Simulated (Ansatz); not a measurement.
Consider GaCuSe2 in the chalcopyrite structure (space group I-42d, No. 122; a = 5.508 Å, c = 10.962 Å). Axes: x, y, z lie along a, b, c of the conventional cell.

Modification: the cell is stretched by 0.75 % along z with no lateral relaxation; the atoms relax in the strained cell.

All numbers come from LDA in Ansatz (plane waves to 420 eV, PAW, scalar-relativistic without spin-orbit coupling).

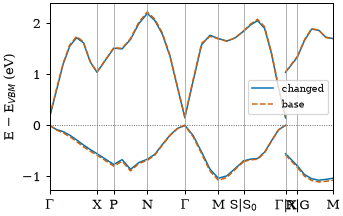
Highest valence and lowest conduction band along the path, each from its own valence-band maximum

The gap is 0.15 eV, direct at Γ; the base has 0.17 eV.

No phonon test of stability was made. All final runs are without spin polarisation. A zero or small gap of GaCuSe2 can be the functional's error rather than a property of the material.

Ansatz is a first-principles code.
